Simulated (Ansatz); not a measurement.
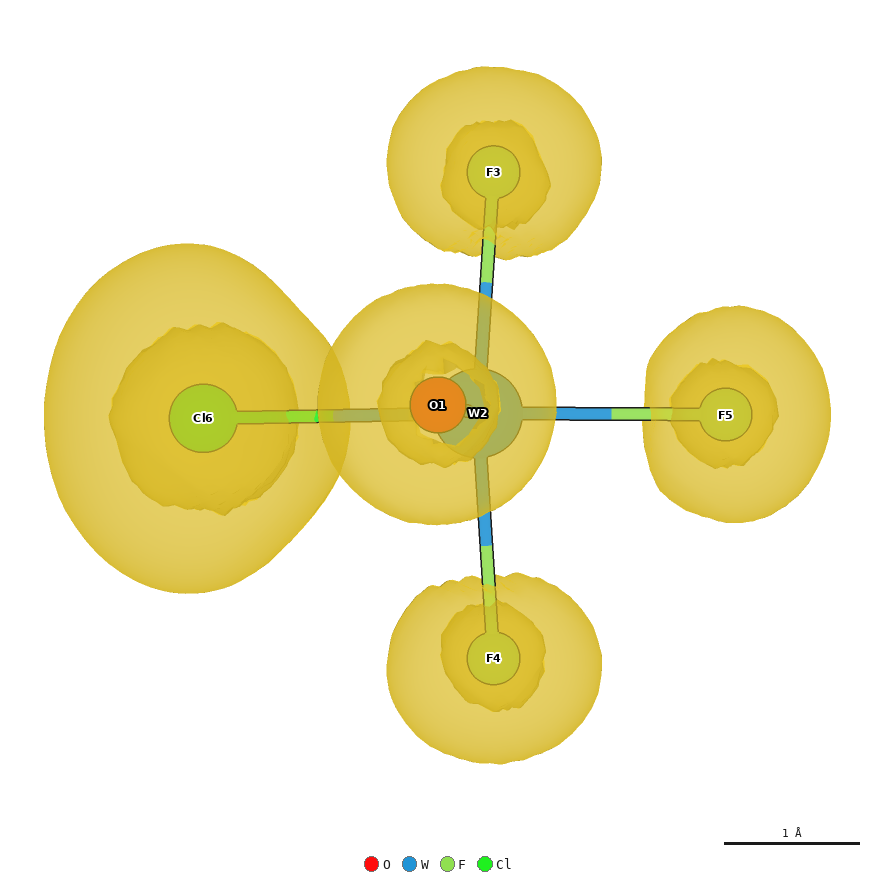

The picture shows: ClF₃OW (SMILES [O]=[W]([F])([F])([F])[Cl]). Isosurface of the ELF at 0.75 (yellow), seen at a tilt. Core shells and regions of very low density are left out.

Geometry: PBE0-D4/def2-TZVP; core potentials replace the inner electrons of W.

Method: isolated molecule in a Gaussian basis; Hartree-Fock (Ansatz 0.2.0).

Input file:

```
crystal:
  periodic: [false, false, false]
  atoms:
    - {symbol: O, position_ang: [-0.310300, -1.609200, 0.574400]}
    - {symbol: W, position_ang: [0.026800, -0.087600, -0.025500]}
    - {symbol: F, position_ang: [1.563800, 0.388200, 0.888900]}
    - {symbol: F, position_ang: [-1.292900, 0.158600, -1.299200]}
    - {symbol: F, position_ang: [1.156400, -0.289700, -1.479000]}
    - {symbol: Cl, position_ang: [-1.101600, 1.375800, 1.294100]}
basis:
  gaussian:
    orbitals: def2-SVP
hamiltonian:
  xc: hf
accuracy: high
output: {forces: true, orbitals: {seedname: orbitals}}
```

Launched as:

```sh
ansatz run job.yaml --threads 1 --pin off --max-ram 2610MiB --events-out events.jsonl --progress --plain --runs-dir runs
```

### Identify the bonds, lone pairs and shells in this picture.

The surface consists of one region wrapped around Cl (its valence shell), three regions wrapped around F (the valence shell of each) and one region wrapped around O (its valence shell). Profiles from the grid: W–O (1.67 Å): the ELF peaks at about 0.80 in the valence shell of O, 0.5 Å from its nucleus, and drops to about 0.40 between the two atoms. W–F (1.85 Å): the ELF peaks at about 0.85 in the valence shell of F, 0.5 Å from its nucleus, and drops to about 0.20 between the two atoms.
